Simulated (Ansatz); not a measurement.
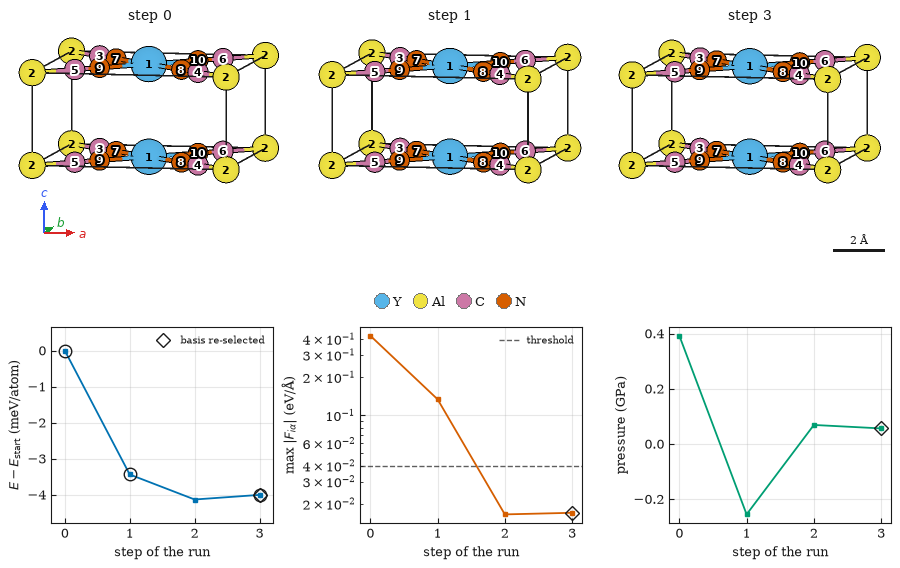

Frames of a relaxation of crystalline YAlC4N4 (a generated structure, set up in P4/mmm) (coarse preliminary run), marked on the history of the run. Style: ball-and-stick. Shown: the cell of the calculation, slightly off an axis.

Level of theory: Ansatz, DFT PBE, scalar-relativistic, plane waves, PAW. Settings: plane-wave cutoff 420 eV; k-point mesh 2 × 2 × 6; occupations gaussian; smearing width 0.1 eV; no spin polarisation; cell and atoms relaxed; force threshold 0.04 eV/Å; at most 70 steps.

What happens along the run?

Over 2 accepted moves (3 points after the start) the energy falls by 4.0 meV per atom. Largest force component: 0.43 eV/Å at the start, 0.017 eV/Å at the end. The pressure goes from 0.39 to 0.06 GPa. At 1 point the geometry stayed and the basis and grid were re-selected for the new cell (energy shift of 0.1 meV per atom at most each time). The largest moves relative to the cell, 0.021 Å, are those of N7, N8, N9 and N10. N9 goes along [−1 −1 0]. By element the largest moves are N 0.021 Å, C 0.008 Å. Y and Al stay in place. The drawn cell changes as follows: a = b 7.771 → 7.834 Å (+0.8 %), c 3.664 → 3.577 Å (−2.4 %); the volume changes by −0.8 %. Near-neighbour distances that change, for instance: Y1–Y1 3.664 → 3.577 Å, Y1–N10 2.321 → 2.361 Å, Al2–C3 2.000 → 2.008 Å, C3–N7 1.174 → 1.170 Å. The space group stays P4/mmm (No. 123). Cost: 9.2 s on 1 thread of AMD EPYC 9R45 96-Core Processor (Zen 5), with other jobs on the host, peak memory 0.55 GiB. From step 0 to 1: N atoms move most (0.03 Å), volume −0.2 %, energy −3.4 meV per atom. From step 1 to 3: volume −0.6 %, energy −0.6 meV per atom.

```tsv
step	E − E(0), meV/atom	largest force component, eV/Å	pressure, GPa	volume, Å³/atom	note
0	0.00	0.4254	0.39	22.130	
1	-3.44	0.1339	-0.26	22.087	
2	-4.13	0.0165	0.07	21.954	
3	-4.00	0.0170	0.06	21.954	same geometry, new basis
```

Limits of the set-up: layers or molecules are held without a dispersion correction, so their spacing is unreliable.
